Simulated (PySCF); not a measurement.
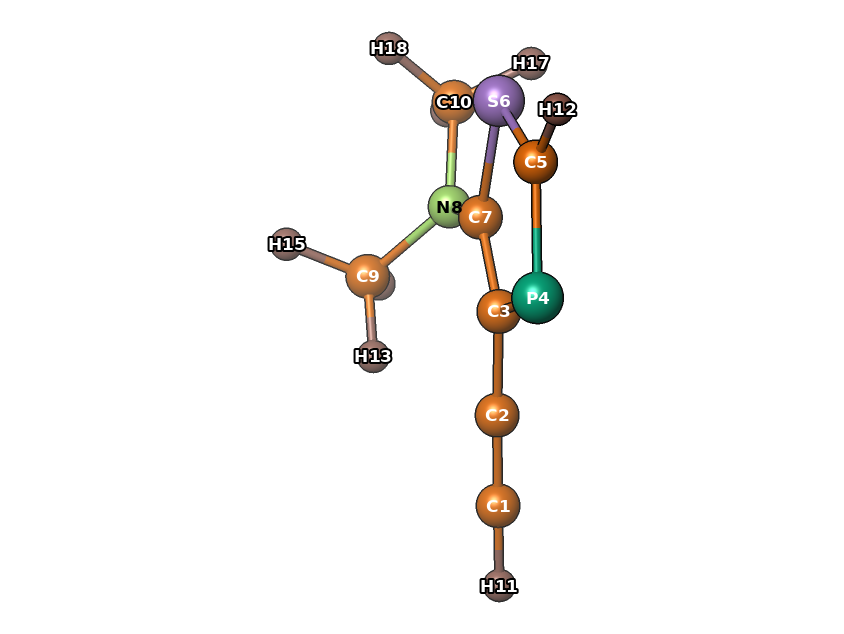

N8 lies behind C7. The molecule seen a little off the C7–N8 bond, C7 in front. Atoms fade into the background with distance from the viewer. The computed structure is the end point of a PBE0-D3(BJ)/def2-SVP optimisation. No frequency run is at hand to confirm it as a minimum.

What is the torsion angle S6–C7–N8–C9? The sign is positive where the front bond must turn clockwise to cover the back bond.

Answer. −137°, anticlinal.
